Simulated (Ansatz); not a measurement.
# PF (triplet): B2PLYP, RPA-PBE over vertical spin and charge gaps, 6-31G

How well do these functionals follow the top wave-function level for PF (triplet) over vertical spin and charge gaps?

Computed with Ansatz 0.2.0, Gaussian basis. Level: 6-31G, all electrons in the functionals, frozen cores in the correlation of double hybrids and RPA.

The runs, in order: B2PLYP, RPA-PBE, at charge 0, triplet; charge 0, singlet; charge 0, quintet; charge 1, doublet; charge 1, quartet.

19 further runs of the same task are left out: 8 that didn't finish, 11 set aside as unsound or not needed.

## Step 1: The system

The geometry is a PBE0/def2-TZVP stationary point (not a proven minimum).

2 atoms, charge 0, spin multiplicity 3.

Atoms are counted from 1 here; the program's logs count them from 0.

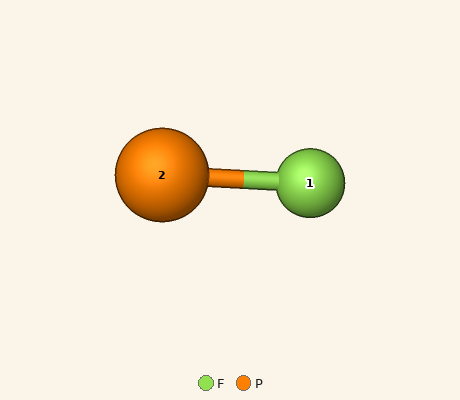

The structure; fluorine green, phosphorus orange; atoms are numbered from 1 in the order of the file.

As a file:

```xyz
2
charge 0, multiplicity 3
F     0.0000    0.0000    0.0000
P     0.0000    0.0000    1.5934
```

No dispersion term is added.

The geometry shown and the zero of energy belong to the point charge 0, triplet. The yardstick, FCI, and other wave-function levels (R restricted, U unrestricted, valence and pair active spaces) come from earlier runs.

## Step 2: B2PLYP, charge 0, triplet

File in.yaml:

```yaml
crystal:
  periodic: [false, false, false]
  atoms:
    - {symbol: F, position_ang: [0.000000, 0.000000, 0.000000]}
    - {symbol: P, position_ang: [0.000000, 0.000000, 1.593400]}
basis:
  gaussian: {orbitals: 6-31G}
magnetization: {spin_polarized: true, initial_magnetization: 2}
hamiltonian: {xc: {name: B2PLYP}}
correlation: {electrons: outside_noble_gas}
```

Started as:

```bash
ansatz run in.yaml --threads 1 --pin off --events-out ev --progress --plain --max-ram 2393MiB
```

Output:

```text
Functional definition: B2PLYP
  name "B2PLYP"
  cite "Grimme, J. Chem. Phys. 124, 034108 (2006) doi:10.1063/1.2148954"
  cite "Becke, Phys. Rev. A 38, 3098 (1988) doi:10.1103/PhysRevA.38.3098"
  cite "Lee, Yang & Parr, Phys. Rev. B 37, 785 (1988) doi:10.1103/PhysRevB.37.785"
  parameter a = 0.53
  parameter c = 0.27
  exchange = (1 - a)*b88_x + a*exact_x
  correlation = (1 - c)*lyp_c + c*(mp2_os + mp2_ss)
215 factors; integrals over basis functions are off by at most 1.9e-4 eV
mean field evaluation 1: about -11993.6417 eV, gradient 1.4e1 eV
mean field evaluation 2: about -11993.7107 eV, gradient 1.4e1 eV
mean field evaluation 4: about -11994.4084 eV, gradient 1.3e0 eV
mean field evaluation 8: about -11994.4274 eV, gradient 2.2e-2 eV
mean field evaluation 16: about -11994.4275 eV, gradient 4.5e-6 eV
mean field -11994.42745191 eV, -440.7870787429 hartree, gradient 4.4e-6 eV, S^2 2.005220; 0 other end points of the search recorded, 0 dependent functions left out
6 core orbitals not correlated: weight in the atoms' cores, before any rotation towards them, 1.000 or more for the frozen orbitals, at most 0.000 for the correlated occupied ones
reference -11994.42754663 eV, -440.7870822238 hartree; 7, 5 occupied and 9, 11 virtual orbitals, 215 factors
second order -5.24608972 eV of doubles, -0.00000000 eV of singles
Total energy: -11995.84399086 eV, -440.8391355889 hartree
```

Wall time 0.51 s (1 thread of Arm Neoverse V2, shared host).

From the report: ⟨S²⟩ of the determinant 2.005 (pure triplet: 2.00).

## Step 3: B2PLYP, charge 0, singlet

in.yaml, as its differences from that of step 2:

```diff
@@ -7,3 +7,3 @@
   gaussian: {orbitals: 6-31G}
-magnetization: {spin_polarized: true, initial_magnetization: 2}
+magnetization: {spin_polarized: true, initial_magnetization: 0}
 hamiltonian: {xc: {name: B2PLYP}}
```

Same command.

Output, shortened:

```text
Functional definition: B2PLYP
  name "B2PLYP"
  cite "Grimme, J. Chem. Phys. 124, 034108 (2006) doi:10.1063/1.2148954"
  cite "Becke, Phys. Rev. A 38, 3098 (1988) doi:10.1103/PhysRevA.38.3098"
  cite "Lee, Yang & Parr, Phys. Rev. B 37, 785 (1988) doi:10.1103/PhysRevB.37.785"
[...]
215 factors; integrals over basis functions are off by at most 1.9e-4 eV
[...]
mean field -11993.96694938 eV, -440.7701555868 hartree, gradient 2.5e-6 eV, S^2 1.000648; 3 other end points of the search recorded, 0 dependent functions left out
6 core orbitals not correlated: weight in the atoms' cores, before any rotation towards them, 1.000 or more for the frozen orbitals, at most 0.000 for the correlated occupied ones
reference -11993.96704386 eV, -440.7701590590 hartree; 6, 6 occupied and 10, 10 virtual orbitals, 215 factors
second order -5.36456390 eV of doubles, -0.00000000 eV of singles
Total energy: -11995.41547611 eV, -440.8233879625 hartree
```

It took 1.1 s on 1 thread of Arm Neoverse V2, shared host.

From the report: ⟨S²⟩ of the determinant 1.001 (pure singlet: 0.00). The determinant is far from a pure spin state, so its energy mixes those of several spin states (harmless only where they are near-degenerate, as at dissociation).

From charge 0, triplet: +0.429 eV.

## Step 4: B2PLYP, charge 0, quintet

in.yaml, as its differences from that of step 3:

```diff
@@ -7,3 +7,3 @@
   gaussian: {orbitals: 6-31G}
-magnetization: {spin_polarized: true, initial_magnetization: 0}
+magnetization: {spin_polarized: true, initial_magnetization: 4}
 hamiltonian: {xc: {name: B2PLYP}}
```

The command is unchanged.

Output, shortened:

```text
Functional definition: B2PLYP
  name "B2PLYP"
  cite "Grimme, J. Chem. Phys. 124, 034108 (2006) doi:10.1063/1.2148954"
  cite "Becke, Phys. Rev. A 38, 3098 (1988) doi:10.1103/PhysRevA.38.3098"
  cite "Lee, Yang & Parr, Phys. Rev. B 37, 785 (1988) doi:10.1103/PhysRevB.37.785"
[...]
215 factors; integrals over basis functions are off by at most 1.9e-4 eV
[...]
mean field -11986.51910389 eV, -440.4964523136 hartree, gradient 1.2e-6 eV, S^2 6.004896; 2 other end points of the search recorded, 0 dependent functions left out
6 core orbitals not correlated: weight in the atoms' cores, before any rotation towards them, 1.000 or more for the frozen orbitals, at most 0.000 for the correlated occupied ones
reference -11986.51920277 eV, -440.4964559471 hartree; 8, 4 occupied and 8, 12 virtual orbitals, 215 factors
second order -4.62658340 eV of doubles, -0.00000000 eV of singles
Total energy: -11987.76838028 eV, -440.5423623742 hartree
```

Wall time 0.57 s (1 thread of Arm Neoverse V2, shared host).

From the report: ⟨S²⟩ of the determinant 6.005 (pure quintet: 6.00).

From charge 0, triplet: +8.076 eV.

## Step 5: B2PLYP, charge 1, doublet

in.yaml, as its differences from that of step 4:

```diff
@@ -7,3 +7,4 @@
   gaussian: {orbitals: 6-31G}
-magnetization: {spin_polarized: true, initial_magnetization: 4}
+total_charge: 1
+magnetization: {spin_polarized: true, initial_magnetization: 1}
 hamiltonian: {xc: {name: B2PLYP}}
```

Launched as before.

Output, shortened:

```text
Functional definition: B2PLYP
  name "B2PLYP"
  cite "Grimme, J. Chem. Phys. 124, 034108 (2006) doi:10.1063/1.2148954"
  cite "Becke, Phys. Rev. A 38, 3098 (1988) doi:10.1103/PhysRevA.38.3098"
  cite "Lee, Yang & Parr, Phys. Rev. B 37, 785 (1988) doi:10.1103/PhysRevB.37.785"
[...]
215 factors; integrals over basis functions are off by at most 1.9e-4 eV
[...]
mean field -11984.50935688 eV, -440.4225954731 hartree, gradient 5.8e-6 eV, S^2 0.752038; 2 other end points of the search recorded, 0 dependent functions left out
6 core orbitals not correlated: weight in the atoms' cores, before any rotation towards them, 1.000 or more for the frozen orbitals, at most 0.000 for the correlated occupied ones
reference -11984.50945200 eV, -440.4225989689 hartree; 6, 5 occupied and 10, 11 virtual orbitals, 215 factors
second order -6.20773813 eV of doubles, -0.00000000 eV of singles
Total energy: -11986.18554130 eV, -440.4841941144 hartree
```

Run time: 0.78 s. Hardware: 1 thread of Arm Neoverse V2, shared host.

From the report: ⟨S²⟩ of the determinant 0.752 (pure doublet: 0.75).

From charge 0, triplet: +9.658 eV.

## Step 6: B2PLYP, charge 1, quartet

in.yaml, as its differences from that of step 5:

```diff
@@ -8,3 +8,3 @@
 total_charge: 1
-magnetization: {spin_polarized: true, initial_magnetization: 1}
+magnetization: {spin_polarized: true, initial_magnetization: 3}
 hamiltonian: {xc: {name: B2PLYP}}
```

Same command.

Output, shortened:

```text
Functional definition: B2PLYP
  name "B2PLYP"
  cite "Grimme, J. Chem. Phys. 124, 034108 (2006) doi:10.1063/1.2148954"
  cite "Becke, Phys. Rev. A 38, 3098 (1988) doi:10.1103/PhysRevA.38.3098"
  cite "Lee, Yang & Parr, Phys. Rev. B 37, 785 (1988) doi:10.1103/PhysRevB.37.785"
[...]
215 factors; integrals over basis functions are off by at most 1.9e-4 eV
[...]
mean field -11980.58189028 eV, -440.2782637377 hartree, gradient 6.2e-6 eV, S^2 3.758684; 4 other end points of the search recorded, 0 dependent functions left out
6 core orbitals not correlated: weight in the atoms' cores, before any rotation towards them, 1.000 or more for the frozen orbitals, at most 0.000 for the correlated occupied ones
reference -11980.58198758 eV, -440.2782673134 hartree; 7, 4 occupied and 9, 12 virtual orbitals, 215 factors
second order -4.92374013 eV of doubles, -0.00000000 eV of singles
Total energy: -11981.91139741 eV, -440.3271222237 hartree
```

It took 1.1 s on 1 thread of Arm Neoverse V2, shared host.

From the report: ⟨S²⟩ of the determinant 3.759 (pure quartet: 3.75).

From charge 0, triplet: +13.933 eV.

## Step 7: RPA-PBE, charge 0, triplet

File in.yaml:

```yaml
crystal:
  periodic: [false, false, false]
  atoms:
    - {symbol: F, position_ang: [0.000000, 0.000000, 0.000000]}
    - {symbol: P, position_ang: [0.000000, 0.000000, 1.593400]}
basis:
  gaussian: {orbitals: 6-31G}
magnetization: {spin_polarized: true, initial_magnetization: 2}
hamiltonian: {xc: {name: PBE}}
correlation: {method: rpa, electrons: outside_noble_gas}
```

Same command.

Output:

```text
Functional definition: PBE
  name "PBE"
  cite "Perdew, Burke & Ernzerhof, Phys. Rev. Lett. 77, 3865 (1996) doi:10.1103/PhysRevLett.77.3865"
  parent pbe
  parameter kappa = 0.804
  parameter beta = 0.06672455060314922
  exchange = pbe_x(kappa = kappa, mu = beta*pi^2/3)
  correlation = pbe_c(beta = beta)
215 factors; integrals over basis functions are off by at most 1.9e-4 eV
mean field evaluation 1: about -11994.6231 eV, gradient 1.6e1 eV
mean field evaluation 2: about -11994.6214 eV, gradient 1.6e1 eV
mean field evaluation 4: about -11995.3217 eV, gradient 4.0e0 eV
mean field evaluation 8: about -11995.4139 eV, gradient 1.4e-2 eV
mean field -11995.41389289 eV, -440.8233297803 hartree, gradient 5.9e-6 eV, S^2 2.001662; 0 other end points of the search recorded, 0 dependent functions left out
6 core orbitals not correlated: weight in the atoms' cores, before any rotation towards them, 1.000 or more for the frozen orbitals, at most 0.000 for the correlated occupied ones
reference -11974.76439298 eV, -440.0644746552 hartree; 7, 5 occupied and 9, 11 virtual orbitals, 215 factors
Total energy: -11981.37501374 eV, -440.3074104871 hartree
```

Run time: 0.39 s. Hardware: 1 thread of Arm Neoverse V2, shared host.

From the report: ⟨S²⟩ of the determinant 2.002 (pure triplet: 2.00).

## Step 8: RPA-PBE, charge 0, singlet

in.yaml, as its differences from that of step 7:

```diff
@@ -7,3 +7,3 @@
   gaussian: {orbitals: 6-31G}
-magnetization: {spin_polarized: true, initial_magnetization: 2}
+magnetization: {spin_polarized: true, initial_magnetization: 0}
 hamiltonian: {xc: {name: PBE}}
```

The command is unchanged.

Output, shortened:

```text
Functional definition: PBE
  name "PBE"
  cite "Perdew, Burke & Ernzerhof, Phys. Rev. Lett. 77, 3865 (1996) doi:10.1103/PhysRevLett.77.3865"
  parent pbe
[...]
215 factors; integrals over basis functions are off by at most 1.9e-4 eV
[...]
mean field -11995.04299323 eV, -440.8096994692 hartree, gradient 5.7e-6 eV, S^2 1.000144; 7 other end points of the search recorded, 0 dependent functions left out
6 core orbitals not correlated: weight in the atoms' cores, before any rotation towards them, 1.000 or more for the frozen orbitals, at most 0.000 for the correlated occupied ones
reference -11974.08672799 eV, -440.0395709263 hartree; 6, 6 occupied and 10, 10 virtual orbitals, 215 factors
Total energy: -11980.91030309 eV, -440.2903326861 hartree
```

Wall time 1.6 s (1 thread of Arm Neoverse V2, shared host).

From the report: ⟨S²⟩ of the determinant 1.000 (pure singlet: 0.00). The determinant is far from a pure spin state, so its energy mixes those of several spin states (harmless only where they are near-degenerate, as at dissociation).

From charge 0, triplet: +0.465 eV.

## Step 9: RPA-PBE, charge 0, quintet

in.yaml, as its differences from that of step 8:

```diff
@@ -7,3 +7,3 @@
   gaussian: {orbitals: 6-31G}
-magnetization: {spin_polarized: true, initial_magnetization: 0}
+magnetization: {spin_polarized: true, initial_magnetization: 4}
 hamiltonian: {xc: {name: PBE}}
```

Launched as before.

Output, shortened:

```text
Functional definition: PBE
  name "PBE"
  cite "Perdew, Burke & Ernzerhof, Phys. Rev. Lett. 77, 3865 (1996) doi:10.1103/PhysRevLett.77.3865"
  parent pbe
[...]
215 factors; integrals over basis functions are off by at most 1.9e-4 eV
[...]
mean field -11987.54307621 eV, -440.5340826022 hartree, gradient 9.0e-6 eV, S^2 6.001269; 7 other end points of the search recorded, 0 dependent functions left out
6 core orbitals not correlated: weight in the atoms' cores, before any rotation towards them, 1.000 or more for the frozen orbitals, at most 0.000 for the correlated occupied ones
reference -11967.48734523 eV, -439.7970480830 hartree; 8, 4 occupied and 8, 12 virtual orbitals, 215 factors
Total energy: -11973.65704031 eV, -440.0237801953 hartree
```

It took 1.2 s on 1 thread of Arm Neoverse V2, shared host.

From the report: ⟨S²⟩ of the determinant 6.001 (pure quintet: 6.00).

From charge 0, triplet: +7.718 eV.

## Step 10: RPA-PBE, charge 1, doublet

in.yaml, as its differences from that of step 9:

```diff
@@ -7,3 +7,4 @@
   gaussian: {orbitals: 6-31G}
-magnetization: {spin_polarized: true, initial_magnetization: 4}
+total_charge: 1
+magnetization: {spin_polarized: true, initial_magnetization: 1}
 hamiltonian: {xc: {name: PBE}}
```

Launched as before.

Output, shortened:

```text
Functional definition: PBE
  name "PBE"
  cite "Perdew, Burke & Ernzerhof, Phys. Rev. Lett. 77, 3865 (1996) doi:10.1103/PhysRevLett.77.3865"
  parent pbe
[...]
215 factors; integrals over basis functions are off by at most 1.9e-4 eV
[...]
mean field -11985.67340515 eV, -440.4653734580 hartree, gradient 1.6e-7 eV, S^2 0.751351; 1 other end points of the search recorded, 0 dependent functions left out
6 core orbitals not correlated: weight in the atoms' cores, before any rotation towards them, 1.000 or more for the frozen orbitals, at most 0.000 for the correlated occupied ones
reference -11964.67217044 eV, -439.6935923176 hartree; 6, 5 occupied and 10, 11 virtual orbitals, 215 factors
Total energy: -11972.33187231 eV, -439.9750811694 hartree
```

It took 0.66 s on 1 thread of Arm Neoverse V2, shared host.

From the report: ⟨S²⟩ of the determinant 0.751 (pure doublet: 0.75).

From charge 0, triplet: +9.043 eV.

## Step 11: RPA-PBE, charge 1, quartet

in.yaml, as its differences from that of step 10:

```diff
@@ -8,3 +8,3 @@
 total_charge: 1
-magnetization: {spin_polarized: true, initial_magnetization: 1}
+magnetization: {spin_polarized: true, initial_magnetization: 3}
 hamiltonian: {xc: {name: PBE}}
```

The command is unchanged.

Output, shortened:

```text
Functional definition: PBE
  name "PBE"
  cite "Perdew, Burke & Ernzerhof, Phys. Rev. Lett. 77, 3865 (1996) doi:10.1103/PhysRevLett.77.3865"
  parent pbe
[...]
215 factors; integrals over basis functions are off by at most 1.9e-4 eV
[...]
mean field -11981.38047668 eV, -440.3076112466 hartree, gradient 1.5e-6 eV, S^2 3.751014; 5 other end points of the search recorded, 0 dependent functions left out
6 core orbitals not correlated: weight in the atoms' cores, before any rotation towards them, 1.000 or more for the frozen orbitals, at most 0.000 for the correlated occupied ones
reference -11961.72472256 eV, -439.5852756059 hartree; 7, 4 occupied and 9, 12 virtual orbitals, 215 factors
Total energy: -11968.12164844 eV, -439.8203582961 hartree
```

Run time: 1.1 s. Hardware: 1 thread of Arm Neoverse V2, shared host.

From the report: ⟨S²⟩ of the determinant 3.751 (pure quartet: 3.75).

From charge 0, triplet: +13.253 eV.

## Step 12: The comparison

The yardstick is full CI for this spin, exact in this basis with these frozen cores. It comes from earlier runs at the same points. Energies in eV, counted from charge 0, triplet; blanks weren't run or aren't comparable.

| level | triplet to singlet | triplet to quintet | ionisation to the doublet cation | ionisation to the quartet cation |
| --- | --- | --- | --- | --- |
| FCI | 1.230 | 7.665 | 9.338 | 13.171 |
| B2PLYP |  | 8.076 | 9.658 | 13.933 |
| RPA-PBE |  | 7.718 | 9.043 | 13.253 |

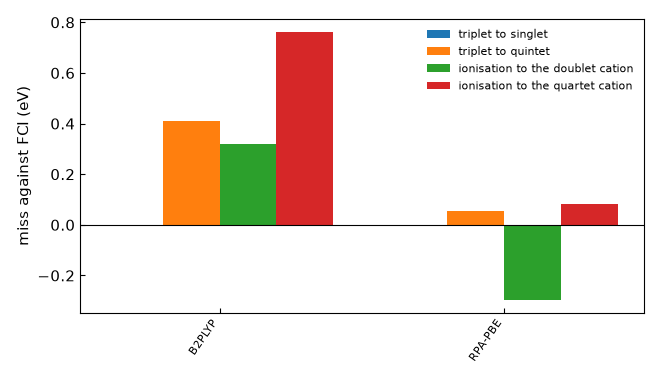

Misses of the gaps against FCI.

Largest miss and mean time a point (FCI took 2.6 min a point; shared hosts):

| level | largest miss (eV) | where | time a point |
| --- | --- | --- | --- |
| B2PLYP | +0.761 | ionisation to the quartet cation | 0.8 s |
| RPA-PBE | -0.295 | ionisation to the doublet cation | 0.99 s |

## Step 13: Outcome

| quantity | value |
| --- | --- |
| triplet to singlet, FCI | 1.230 eV |
| triplet to quintet, FCI | 7.665 eV |
| ionisation to the doublet cation, FCI | 9.338 eV |
| ionisation to the quartet cation, FCI | 13.171 eV |
| largest miss, B2PLYP | +0.761 eV (ionisation to the quartet cation) |
| largest miss, RPA-PBE | -0.295 eV (ionisation to the doublet cation) |

Of the functionals, RPA-PBE keep the smallest largest miss at the points compared (at most 0.295 eV) and B2PLYP strays most (0.761 eV, at ionisation to the quartet cation). B2PLYP, RPA-PBE clearly break the spin symmetry at some points (⟨S²⟩ up to 1.00 above the pure value), so energy there is bought with a mixed spin. Functionals and the yardstick converge differently with the basis, so part of each miss in 6-31G is the basis.
